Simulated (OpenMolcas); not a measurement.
**C$_{2}$H$_{4}$Si: single-point calculation (part 2 of 2)**

The same run, continued: C$_{2}$H$_{4}$Si, multiplicity 3; HF/def2-SV(P), UHF (OpenMolcas 26.06). The geometry is that of the parent species in another charge or spin state. The geometry comes from this level: PBE0-D4/def2-TZVP.

Geometry of the input (Å):
```
C  -0.5807  -1.8714  0.1722
C  -0.2185  -0.7265  0.0624
Si 0.3298  1.0043  -0.1038
H  -0.9010  -2.8835  0.2693
H  -0.0945  1.5283  -1.4250
H  -0.2817  1.8181  0.9749
H  1.8079  1.0629  0.0044
```

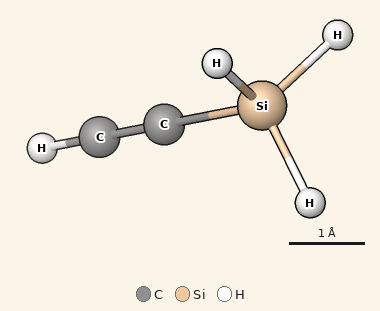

Fig. 1: The structure as given in the input (ball-and-stick view, seen at a tilt).

### Log, continued
```
  11  -366.607308980  -669.256104626   219.600904931  -1.87E-03*   2.67E-02*   1.03E-02*    2.15E-01   9.98E+01   c2DIIS       0.
  12  -366.607857513  -669.270743170   219.614994940  -5.49E-04*   1.93E-02*   2.29E-03*    1.03E-01   9.98E+01   QNRc2DIIS    0.
  13  -366.607941701  -669.277219624   219.621387207  -8.42E-05*   1.64E-02*   1.70E-03*    4.32E-02   9.98E+01   QNRc2DIIS    0.
  14  -366.607977968  -669.277039784   219.621171100  -3.63E-05*   8.74E-03*   6.05E-04*    4.58E-02   9.98E+01   QNRc2DIIS    0.
  15  -366.607984293  -669.281197360   219.625322351  -6.32E-06*   9.79E-04    1.77E-04*    2.32E-02   9.98E+01   QNRc2DIIS    0.
  16  -366.607984664  -669.280366222   219.624490842  -3.71E-07*   2.78E-03*   1.07E-04     1.55E-03   9.98E+01   QNRc2DIIS    0.
  17  -366.607985199  -669.279681675   219.623805760  -5.35E-07*   8.68E-04    5.53E-05     4.60E-03   9.98E+01   QNRc2DIIS    0.
  18  -366.607985283  -669.279599074   219.623723075  -8.38E-08*   2.91E-03*   5.30E-05     1.14E-03   9.98E+01   QNRc2DIIS    0.
  19  -366.607985475  -669.279637939   219.623761749  -1.92E-07*   3.69E-04    1.87E-05     3.47E-03   9.98E+01   QNRc2DIIS    0.
  20  -366.607985486  -669.279664935   219.623788733  -1.10E-08*   3.95E-04    1.24E-05     4.48E-04   9.98E+01   QNRc2DIIS    0.
  21  -366.607985494  -669.279697300   219.623821090  -8.50E-09*   1.08E-04    7.37E-06     5.21E-04   9.98E+01   QNRc2DIIS    0.
  22  -366.607985495  -669.279698340   219.623822128  -1.23E-09*   3.06E-05    6.17E-06     1.39E-04   9.98E+01   QNRc2DIIS    0.
  23  -366.607985496  -669.279698665   219.623822454  -3.85E-10    5.19E-05    5.72E-06     4.17E-05   9.98E+01   QNRc2DIIS    0.

       Convergence after  23 Iterations
--

 *****************************************************************************************************************************
 *                                             SCF/KS-DFT Program, Final results                                             *
 *                                                       Final Results                                                       *
 *****************************************************************************************************************************

::    Total SCF energy                               -366.6079854958
      One-electron energy                            -669.2796986655
      Two-electron energy                             219.6238224536
      Nuclear repulsion energy                         83.0478907161
      Kinetic energy (interpolated)                   366.8025592182
      Virial theorem                                    0.9994695410
      Total spin, S(S+1)                                2.0179521072
      Total spin, S                                     1.0059721469
      Max non-diagonal density matrix element           0.0000337984
      Max non-diagonal Fock matrix element              0.0000023959

      All orbitals with orbital energies smaller than  E(LUMO)+0.5 are printed

++    Molecular orbitals:
      -------------------

      Title: UHF orbitals (alpha)

      Molecular orbitals for symmetry species 1: a

          Orbital            1         2         3         4         5         6         7         8         9        10
          Energy          -68.7619  -11.2613  -11.2487   -6.1329   -4.2437   -4.2433   -4.2428   -1.0960   -0.8024   -0.7249
          Occ. No.          1.0000    1.0000    1.0000    1.0000    1.0000    1.0000    1.0000    1.0000    1.0000    1.0000

          Orbital           11        12        13        14        15        16        17        18        19        20
          Energy           -0.5825   -0.5751   -0.5014   -0.4854   -0.4391   -0.2274    0.1288    0.1731    0.2015    0.2176
          Occ. No.          1.0000    1.0000    1.0000    1.0000    1.0000    1.0000    0.0000    0.0000    0.0000    0.0000

          Orbital           21        22        23        24        25        26        27        28
          Energy            0.2483    0.2553    0.3171    0.4001    0.4653    0.4662    0.5036    0.6117
          Occ. No.          0.0000    0.0000    0.0000    0.0000    0.0000    0.0000    0.0000    0.0000

--

      All orbitals with orbital energies smaller than  E(LUMO)+0.5 are printed

++    Molecular orbitals:
      -------------------

      Title: UHF orbitals (beta)

      Molecular orbitals for symmetry species 1: a

          Orbital            1         2         3         4         5         6         7         8         9        10
          Energy          -68.7628  -11.2357  -11.2295   -6.1341   -4.2451   -4.2443   -4.2440   -0.9834   -0.7569   -0.7034
          Occ. No.          1.0000    1.0000    1.0000    1.0000    1.0000    1.0000    1.0000    1.0000    1.0000    1.0000

          Orbital           11        12        13        14        15        16        17        18        19        20
          Energy           -0.5414   -0.4942   -0.4782   -0.4104    0.0130    0.1477    0.1781    0.1930    0.2143    0.2577
          Occ. No.          1.0000    1.0000    1.0000    1.0000    0.0000    0.0000    0.0000    0.0000    0.0000    0.0000

          Orbital           21        22        23        24        25        26
          Energy            0.2660    0.3059    0.3271    0.4270    0.4669    0.4706
          Occ. No.          0.0000    0.0000    0.0000    0.0000    0.0000    0.0000

--

++    Molecular charges:
      ------------------

      Mulliken charges per centre and basis function type
      ---------------------------------------------------

                            C1                      C2                      SI3                     H4                      H5                      H6
                     alpha        beta       alpha        beta       alpha        beta       alpha        beta       alpha        beta       alpha        beta
      1s           1.8228      1.6722      1.6316      1.5720      2.5520      2.5932      0.3468      0.4669      0.5704      0.5143      0.5339      0.5413
      2px          0.7218      0.2309      0.6869      0.2695      1.3654      1.3786      0.0000      0.0000      0.0000      0.0000      0.0000      0.0000
      2pz          0.7289      0.2282      0.6911      0.2689      1.3771      1.3856      0.0000      0.0000      0.0000      0.0000      0.0000      0.0000
      2py          0.4702      0.4283      0.4870      0.4747      1.2460      1.3036      0.0000      0.0000      0.0000      0.0000      0.0000      0.0000
      3d2+         0.0049      0.0069      0.0052      0.0051      0.0439      0.0370      0.0000      0.0000      0.0000      0.0000      0.0000      0.0000
      3d1+         0.0008      0.0010      0.0009      0.0009      0.0131      0.0134      0.0000      0.0000      0.0000      0.0000      0.0000      0.0000
      3d0          0.0014      0.0026      0.0013      0.0018      0.0331      0.0288      0.0000      0.0000      0.0000      0.0000      0.0000      0.0000
      3d1-         0.0071      0.0028      0.0092      0.0027      0.0462      0.0241      0.0000      0.0000      0.0000      0.0000      0.0000      0.0000
      3d2-         0.0067      0.0044      0.0082      0.0035      0.0265      0.0144      0.0000      0.0000      0.0000      0.0000      0.0000      0.0000
      Total        3.7647      2.5773      3.5214      2.5991      6.7033      6.7786      0.3468      0.4669      0.5704      0.5143      0.5339      0.5413
      Total              6.3419                  6.1206                 13.4819                  0.8136                  1.0847                  1.0752

      Charge           -0.3419                 -0.1206                  0.5181                  0.1864                 -0.0847                 -0.0752

                            H7
                     alpha        beta
      1s           0.5595      0.5225
      2px          0.0000      0.0000
      2pz          0.0000      0.0000
      2py          0.0000      0.0000
      3d2+         0.0000      0.0000
      3d1+         0.0000      0.0000
      3d0          0.0000      0.0000
      3d1-         0.0000      0.0000
      3d2-         0.0000      0.0000
      Total        0.5595      0.5225
      Total              1.0820

      Charge           -0.0820

      Total electronic charge=   30.000000

      Total            charge=   -0.000000
--

++    Molecular orbitals:
      -------------------

      Title: Natural orbitals

      Molecular orbitals for symmetry species 1: a

          Orbital            1         2         3         4         5         6         7         8         9        10
          Energy          -68.7624   -6.1389   -4.2604  -11.0866   -4.2619   -4.4299  -11.1285   -0.6339   -0.5715   -0.8089
          Occ. No.          2.0000    2.0000    2.0000    2.0000    2.0000    2.0000    2.0000    2.0000    1.9999    1.9997

          Orbital           11        12        13        14        15        16        17        18        19        20
          Energy           -0.4959   -0.4327   -0.8315   -0.7674   -0.2642    0.0282    0.5671    0.9588    0.2345    0.4364
          Occ. No.          1.9995    1.9990    1.9977    1.9952    1.0000    1.0000    0.0048    0.0023    0.0010    0.0005

          Orbital           21        22        23        24        25        26        27        28        29        30
          Energy            1.4130    0.4748    0.5772    1.3990    0.7940    1.1192    1.2140    0.7047    0.8351    0.4503
          Occ. No.          0.0003    0.0001    0.0000    0.0000    0.0000    0.0000    0.0000    0.0000    0.0000    0.0000

          Orbital           31        32        33        34        35        36        37        38        39        40
          Energy            0.4661    0.7383    0.5716    0.6668    0.8484    1.0670    0.5817    0.9514    0.7807    1.0235
          Occ. No.          0.0000    0.0000    0.0000    0.0000    0.0000    0.0000    0.0000    0.0000    0.0000    0.0000

          Orbital           41        42        43        44        45        46        47        48        49        50
          Energy            1.3788    0.8448    0.9844    2.0696    1.8064    1.3319    1.4171    2.3363    1.0508    1.6640
          Occ. No.          0.0000    0.0000    0.0000    0.0000    0.0000    0.0000    0.0000    0.0000    0.0000    0.0000

          Orbital           51        52        53        54
          Energy            2.2894    2.7829    1.7836    2.1965
          Occ. No.          0.0000    0.0000    0.0000    0.0000

--

++    Molecular properties:
      ---------------------

      Charge (e):
                      =   -0.0000
      Dipole Moment (debye):
      Origin of the operator (angstrom)=    0.0031   -0.0275   -0.0048
                   X= -3.3486E-01               Y= -1.0209E+00               Z=  1.3237E-01           Total=  1.0825E+00
      Quadrupole Moment (debye*angstrom):
      Origin of the operator (angstrom)=    0.0031   -0.0275   -0.0048
                  XX= -2.8198E+01              XY=  1.6270E+00              XZ= -9.6052E-02              YY= -2.3369E+01
                  YZ= -3.4779E-01              ZZ= -2.8677E+01
      In traceless form (debye*angstrom)
                  XX= -2.1748E+00              XY=  2.4404E+00              XZ= -1.4408E-01              YY=  5.0681E+00
                  YZ= -5.2169E-01              ZZ= -2.8933E+00
--

--- Stop Module: scf /rc=_RC_ALL_IS_WELL_ ---
--- Module scf spent 2 seconds ---

.##################.
.# Happy landing! #.
.##################.

    Timing: Wall=4.28 User=3.46 System=0.80
```

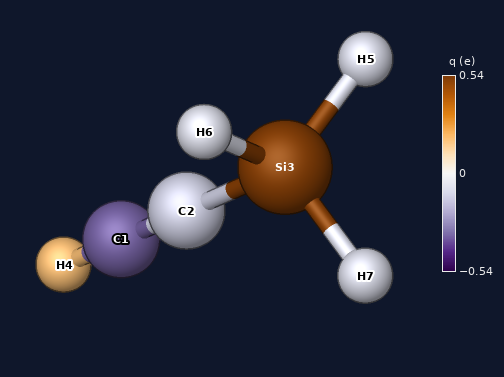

Fig. 2: Mulliken charges, as the colour of each atom (ball-and-stick view, seen at a tilt; atoms are numbered from 1 in the order of the input). By element: C −0.34 to −0.12, Si +0.52 and H −0.08 to +0.19 e.

### Results in brief

| quantity | value |
| --- | --- |
| outcome | converged |
| total energy | −366.607985 hartree |
| basis functions | 54 |
| ⟨S²⟩ | 2.018 |
| dipole moment | 1.08 debye |
| hardware | 1 thread of Arm Neoverse N1, 24 GiB of memory available, shared host |
| wall time | 4.8 s |
| peak memory | 0.39 GiB |
